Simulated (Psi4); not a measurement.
# Run report: SnH₂ (charge +1), geometry relaxation (part 2 of 4)

The same run, continued: SnH₂, charge +1, multiplicity 2; TPSS/def2-SVP, UKS, dispersion D4, core potentials def2 (Psi4 1.11). The starting geometry was optimised with TPSS/def2-SVP.

Geometry of the input (Å):
```
Sn 0.0057  -0.0089  -0.8694
H  1.2309  -0.0177  0.4370
H  -1.2994  0.0270  0.3568
```

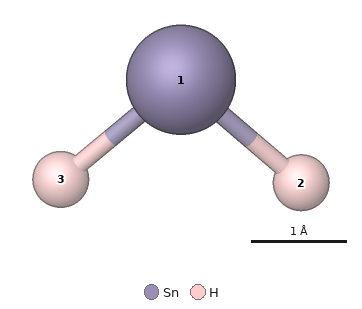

Fig. 1: The input geometry (ball-and-stick view, seen at a tilt; atoms are numbered from 1 in the order of the input). Sticks mark near contacts.

What the program printed, continued:
```
   -------------------------------------------------------
    Irrep   Nso     Nmo     Nalpha   Nbeta   Ndocc  Nsocc
   -------------------------------------------------------
     A         36      36      12      11      11       1
   -------------------------------------------------------
    Total      36      36      12      11      11       1
   -------------------------------------------------------

  ==> Iterations <==

                           Total Energy        Delta E     RMS |[F,P]|

   @DF-UKS iter   0:  -215.08760434438793   -2.15088e+02   1.53021e-03
   @DF-UKS iter   1:  -215.05075795363047    3.68464e-02   5.08432e-04 ADIIS/DIIS
   @DF-UKS iter   2:  -215.05087723906169   -1.19285e-04   4.27516e-04 ADIIS/DIIS
   @DF-UKS iter   3:  -215.05114500133303   -2.67762e-04   6.78119e-05 DIIS
   @DF-UKS iter   4:  -215.05114856035220   -3.55902e-06   9.16236e-06 DIIS
   @DF-UKS iter   5:  -215.05114859793056   -3.75784e-08   4.31595e-07 DIIS
   @DF-UKS iter   6:  -215.05114859815146   -2.20894e-10   6.80044e-08 DIIS
   @DF-UKS iter   7:  -215.05114859815703   -5.57066e-12   2.81078e-08 DIIS
   @DF-UKS iter   8:  -215.05114859815774   -7.10543e-13   1.76865e-08 DIIS
   @DF-UKS iter   9:  -215.05114859815825   -5.11591e-13   2.41324e-09 DIIS
  Energy and wave function converged.

  ==> Post-Iterations <==

   Electrons on quadrature grid:
      Nalpha   =   11.9999983812 ; deviation = -1.619e-06
      Nbeta    =   10.9999987530 ; deviation = -1.247e-06
      Ntotal   =   22.9999971343 ; deviation = -2.866e-06

   @Spin Contamination Metric:   3.993336954E-03
   @S^2 Expected:                7.500000000E-01
   @S^2 Observed:                7.539933370E-01
   @S   Expected:                5.000000000E-01
   @S   Observed:                5.000000000E-01

    Final Occupation by Irrep:
              A
    DOCC [    11 ]
    SOCC [     1 ]
    NA   [    12 ]
    NB   [    11 ]

  @DF-UKS Final Energy:  -215.05114859815825

   => Energetics <=

    Nuclear Repulsion Energy =             13.3521608688724687
    One-Electron Energy =                -396.9983113243436037
    Two-Electron Energy =                 186.9932977159586471
    DFT Exchange-Correlation Energy =     -18.3974488105874379
    Empirical Dispersion Energy =          -0.0008470480583377
    VV10 Nonlocal Energy =                  0.0000000000000000
    Total Energy =                       -215.0511485981582496

  UHF NO Occupations:
  HONO-2 :   10  A 1.9990683
  HONO-1 :   11  A 1.9990234
  HONO-0 :   12  A 1.0000000
  LUNO+0 :   13  A 0.0009766
  LUNO+1 :   14  A 0.0009317
  LUNO+2 :   15  A 0.0000500
  LUNO+3 :   16  A 0.0000262

Computation Completed

Properties will be evaluated at   0.000000,   0.000000,   0.000000 [a0]

Properties computed using the SCF density matrix

 Multipole Moments:

 ------------------------------------------------------------------------------------
     Multipole            Electronic (a.u.)      Nuclear  (a.u.)        Total (a.u.)
 ------------------------------------------------------------------------------------

 L = 1.  Multiply by 2.5417464519 to convert [e a0] to [Debye]
 Dipole X            :         -0.1000513            0.0999480           -0.0001033
 Dipole Y            :         -3.1561587            3.1528926           -0.0032661
 Dipole Z            :          0.0000000            0.0000000            0.0000000
 Magnitude           :                                                    0.0032677

 ------------------------------------------------------------------------------------

	total time  =          3 seconds =       0.05 minutes

         ------------------------------------------------------------
                                   SCF GRAD
         ------------------------------------------------------------

  ==> Geometry <==

    Molecular point group: c1
    Full point group: Cs

    Geometry (in Angstrom), charge = 1, multiplicity = 2:

       Center              X                  Y                   Z               Mass
    ------------   -----------------  -----------------  -----------------  -----------------
         SN          -0.000545421498    -0.017205500962    -0.000000000000   119.902201630000
         H           -1.396141048407     1.068767854993     0.000000000000     1.007825032230
         H            1.461030524571     0.978192063202    -0.000000000000     1.007825032230

  Nuclear repulsion =   13.352160868872469

   => Molecular Quadrature <=

    Radial Scheme          =       TREUTLER
    Pruning Scheme         =           NONE
    Nuclear Scheme         =       TREUTLER

    Blocking Scheme        =         OCTREE
    BS radius alpha        =              1
    Pruning alpha          =              1
    Radial Points          =             75
    Spherical Points       =            302
    Total Points           =          64893
    Total Blocks           =            547
    Max Points             =            255
    Max Functions          =             36
    Weights Tolerance      =       1.00E-15

  -Total Gradient:
     Atom            X                  Y                   Z
    ------   -----------------  -----------------  -----------------
       1       -0.000411783733    -0.012998140127     0.000000000000
       2        0.000962645649     0.006483140644    -0.000000000000
       3       -0.000550357113     0.006530944104    -0.000000000000

	total time  =          1 seconds =       0.02 minutes

    			-----------------------------------------

    			 OPTKING 3.0: for geometry optimizations

    			        with contributions from

    			-----------------------------------------

	                            ===> Fragment 1 <==

	 Z (Atomic Numbers)          Masses                          Geom
	      50.000000            119.902202        -0.00103070 -0.03251368 -0.00000000
	       1.000000             1.007825         -2.63832421  2.01967854  0.00000000
	       1.000000             1.007825          2.76094755  1.84851510 -0.00000000

	 - Coordinate -           - BOHR/RAD -       - ANG/DEG -
	 R(1,2)           =         3.341678           1.768340
	 R(1,3)           =         3.341675           1.768338
	 B(2,1,3)         =         1.882432         107.855384

	        --- Internal Coordinate Step in ANG or DEG, aJ/ANG or AJ/DEG ---
	-------------------------------------------------------------------------------
	           Coordinate      Previous         Force          Change          New
	           ----------      --------        ------          ------        ------
	               R(1,2)       1.76834       -0.02652       -0.02692       1.74142
	               R(1,3)       1.76834       -0.02651       -0.02692       1.74142
	             B(2,1,3)     107.85538        0.00145        9.29727     117.15265
	-------------------------------------------------------------------------------

	                                 ==> Convergence Check <==

	Measures of convergence in internal coordinates in au.

	Criteria marked as inactive (o), active & met (*), and active & unmet ( ).

	----------------------------------------------------------------------------------------------
	   Step    Total Energy     Delta E     Max Force     RMS Force      Max Disp      RMS Disp
	----------------------------------------------------------------------------------------------
	  Convergence Criteria     1.00e-06 *    3.00e-04 *             o    1.20e-03 *             o
	----------------------------------------------------------------------------------------------
	     2    -215.05114860   -1.17e-02      1.91e-02      1.13e-02 o    1.62e-01      1.02e-01 o  ~
	----------------------------------------------------------------------------------------------

Next Geometry in Ang
	Fragment 1 (Ang)

	   Sn   0.0022696364   0.0716156875   0.0000000000
	    H  -1.4542301953   1.0261539134   0.0000000000
	    H   1.5163046136   0.9319848164  -0.0000000000

    Structure for next step:
    Molecular point group: c1
    Full point group: Cs

    Geometry (in Angstrom), charge = 1, multiplicity = 2:

    SN          -0.000475610086    -0.015002799328    -0.000000000000
    H           -1.456975441757     0.939535426585     0.000000000000
    H            1.513559367144     0.845366329641    -0.000000000000

gradient() will perform analytic gradient computation.

  ==> Geometry <==

    Molecular point group: c1
    Full point group: Cs

    Geometry (in Angstrom), charge = 1, multiplicity = 2:

       Center              X                  Y                   Z               Mass
    ------------   -----------------  -----------------  -----------------  -----------------
         SN          -0.000475610086    -0.015002799328    -0.000000000000   119.902201630000
         H           -1.456975441757     0.939535426585     0.000000000000     1.007825032230
         H            1.513559367144     0.845366329641    -0.000000000000     1.007825032230

  Running in c1 symmetry.

  Rotational constants: A =     10.31659  B =      3.78735  C =      2.77033 [cm^-1]
  Rotational constants: A = 309283.70426  B = 113541.99848  C =  83052.40115 [MHz]
  Nuclear repulsion =   13.548650544168737

  Charge       = 1
  Multiplicity = 2
  Electrons    = 23
  Nalpha       = 12
  Nbeta        = 11

   => Molecular Quadrature <=

    Radial Scheme          =       TREUTLER
    Pruning Scheme         =           NONE
    Nuclear Scheme         =       TREUTLER

    Blocking Scheme        =         OCTREE
    BS radius alpha        =              1
    Pruning alpha          =              1
    Radial Points          =             75
    Spherical Points       =            302
    Total Points           =          64910
    Total Blocks           =            549
    Max Points             =            256
    Max Functions          =             36
    Weights Tolerance      =       1.00E-15

  ==> MemDFJK: Density-Fitted J/K Matrices <==

    J tasked:                   Yes
    K tasked:                    No
    wK tasked:                   No
    Memory [MiB]:               977
    Algorithm:                 Core
    Schwarz Cutoff:           1E-12
    Mask sparsity (%):       0.0000
    Fitting Condition:        1E-10

   => Auxiliary Basis Set <=

  Basis Set: (DEF2-SVP AUX)
    Blend: DEF2-UNIVERSAL-JKFIT
    Number of shells: 58
    Number of basis functions: 254
    Number of Cartesian functions: 349
    Spherical Harmonics?: true
    Max angular momentum: 5

  Cached 100.0% of DFT collocation blocks in 0.163 [GiB].

  Minimum eigenvalue in the overlap matrix is 3.8854769339E-02.
  Reciprocal condition number of the overlap matrix is 1.1020877606E-02.
    Using symmetric orthogonalization.

  ==> Iterations <==

                           Total Energy        Delta E     RMS |[F,P]|

   @DF-UKS iter   0:  -215.07188557951241   -2.15072e+02   1.12651e-03
   @DF-UKS iter   1:  -215.05296924171125    1.89163e-02   2.32132e-04 ADIIS/DIIS
   @DF-UKS iter   2:  -215.05300409539470   -3.48537e-05   1.73776e-04 ADIIS/DIIS
   @DF-UKS iter   3:  -215.05304707774505   -4.29824e-05   2.78228e-05 DIIS
   @DF-UKS iter   4:  -215.05304770611306   -6.28368e-07   4.92682e-06 DIIS
   @DF-UKS iter   5:  -215.05304772187503   -1.57620e-08   7.84798e-07 DIIS
   @DF-UKS iter   6:  -215.05304772375462   -1.87958e-09   1.36221e-07 DIIS
   @DF-UKS iter   7:  -215.05304772381356   -5.89466e-11   3.42462e-08 DIIS
   @DF-UKS iter   8:  -215.05304772381527   -1.70530e-12   4.19940e-09 DIIS
  Energy and wave function converged.

  ==> Post-Iterations <==

   Electrons on quadrature grid:
      Nalpha   =   11.9999988910 ; deviation = -1.109e-06
      Nbeta    =   10.9999990228 ; deviation = -9.772e-07
      Ntotal   =   22.9999979138 ; deviation = -2.086e-06

   @Spin Contamination Metric:   3.251490897E-03
   @S^2 Expected:                7.500000000E-01
   @S^2 Observed:                7.532514909E-01
   @S   Expected:                5.000000000E-01
   @S   Observed:                5.000000000E-01

    Final Occupation by Irrep:
              A
    DOCC [    11 ]
    SOCC [     1 ]
    NA   [    12 ]
    NB   [    11 ]

  @DF-UKS Final Energy:  -215.05304772381527

   => Energetics <=

    Nuclear Repulsion Energy =             13.5486505441687370
    One-Electron Energy =                -397.3712538479131808
    Two-Electron Energy =                 187.1755609788693562
    DFT Exchange-Correlation Energy =     -18.4051608871484405
    Empirical Dispersion Energy =          -0.0008445117917086
    VV10 Nonlocal Energy =                  0.0000000000000000
    Total Energy =                       -215.0530477238152685

  UHF NO Occupations:
  HONO-2 :   10  A 1.9993003
  HONO-1 :   11  A 1.9991643
  HONO-0 :   12  A 1.0000000
  LUNO+0 :   13  A 0.0008357
  LUNO+1 :   14  A 0.0006997
  LUNO+2 :   15  A 0.0000502
  LUNO+3 :   16  A 0.0000269

Computation Completed

Properties will be evaluated at   0.000000,   0.000000,   0.000000 [a0]

Properties computed using the SCF density matrix

 Multipole Moments:

 ------------------------------------------------------------------------------------
     Multipole            Electronic (a.u.)      Nuclear  (a.u.)        Total (a.u.)
 ------------------------------------------------------------------------------------

 L = 1.  Multiply by 2.5417464519 to convert [e a0] to [Debye]
 Dipole X            :         -0.0851645            0.0871551            0.0019906
 Dipole Y            :         -2.6864298            2.7492495            0.0628197
 Dipole Z            :          0.0000000            0.0000000            0.0000000
 Magnitude           :                                                    0.0628512

 ------------------------------------------------------------------------------------

	total time  =          2 seconds =       0.03 minutes

         ------------------------------------------------------------
                                   SCF GRAD
         ------------------------------------------------------------

  ==> Geometry <==

    Molecular point group: c1
    Full point group: Cs

    Geometry (in Angstrom), charge = 1, multiplicity = 2:

       Center              X                  Y                   Z               Mass
    ------------   -----------------  -----------------  -----------------  -----------------
         SN          -0.000475610086    -0.015002799328    -0.000000000000   119.902201630000
         H           -1.456975441757     0.939535426585     0.000000000000     1.007825032230
         H            1.513559367144     0.845366329641    -0.000000000000     1.007825032230

  Nuclear repulsion =   13.548650544168737

   => Molecular Quadrature <=

    Radial Scheme          =       TREUTLER
    Pruning Scheme         =           NONE
    Nuclear Scheme         =       TREUTLER

    Blocking Scheme        =         OCTREE
    BS radius alpha        =              1
    Pruning alpha          =              1
    Radial Points          =             75
    Spherical Points       =            302
    Total Points           =          64910
    Total Blocks           =            549
    Max Points             =            256
    Max Functions          =             36
    Weights Tolerance      =       1.00E-15

  -Total Gradient:
     Atom            X                  Y                   Z
    ------   -----------------  -----------------  -----------------
       1       -0.000008738182    -0.000272431758     0.000000000000
       2        0.001723263465     0.000066762785    -0.000000000000
       3       -0.001715471412     0.000175824386    -0.000000000000

	total time  =          1 seconds =       0.02 minutes

    			-----------------------------------------

    			 OPTKING 3.0: for geometry optimizations

    			        with contributions from

    			-----------------------------------------

	                            ===> Fragment 1 <==

	 Z (Atomic Numbers)          Masses                          Geom
	      50.000000            119.902202        -0.00089877 -0.02835118 -0.00000000
	       1.000000             1.007825         -2.75328456  1.77546464  0.00000000
	       1.000000             1.007825          2.86021268  1.59751084 -0.00000000

	 - Coordinate -           - BOHR/RAD -       - ANG/DEG -
	 R(1,2)           =         3.290802           1.741418
	 R(1,3)           =         3.290803           1.741418
	 B(2,1,3)         =         2.044699         117.152651

	        --- Internal Coordinate Step in ANG or DEG, aJ/ANG or AJ/DEG ---
	-------------------------------------------------------------------------------
	           Coordinate      Previous         Force          Change          New
	           ----------      --------        ------          ------        ------
	               R(1,2)       1.74142        0.01153        0.00738       1.74879
	               R(1,3)       1.74142        0.01153        0.00737       1.74879
	             B(2,1,3)     117.15265        0.00025        1.61860     118.77125
	-------------------------------------------------------------------------------

	                                 ==> Convergence Check <==

	Measures of convergence in internal coordinates in au.

	Criteria marked as inactive (o), active & met (*), and active & unmet ( ).
```
